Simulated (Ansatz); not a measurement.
# Direct or indirect: CaCu2S2 (P-3m1)

Space group P-3m1 (No. 164). a = 3.940 Å, b = 3.940 Å, c = 6.523 Å, α = 90.00°, β = 90.00°, γ = 120.00°
| atom | site | symmetry | x | y | z |
| --- | --- | --- | --- | --- | --- |
| Cu | 2d | 3m. | 0.6667 | 0.3333 | 0.6235 |
| Ca | 1a | -3m. | 0.0000 | 0.0000 | 0.0000 |
| S | 2d | 3m. | 0.6667 | 0.3333 | 0.2537 |

Method: Ansatz, PBE, independent particles, without spin-orbit coupling, line width 0.1 eV (Gaussian). The band structure gives a fundamental gap of 1.08 eV. The spectrum of vertical transitions near the edge:

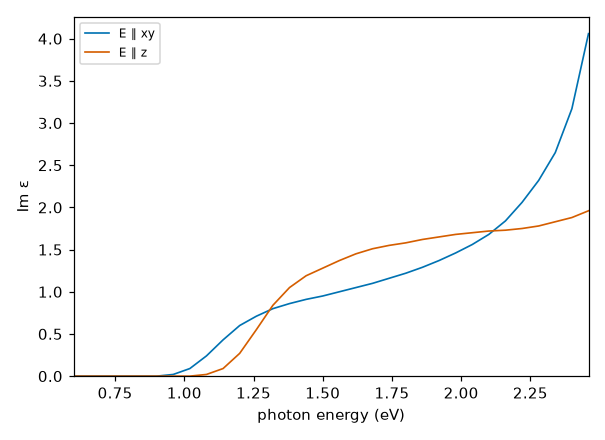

(1) Is the gap direct or indirect, and about where do vertical transitions set in?

Results:

(1) Direct: the band path has its least direct gap at the fundamental one, 1.08 eV, and the curves rise from there. Lines are broadened by 0.1 eV, which spreads the edge.
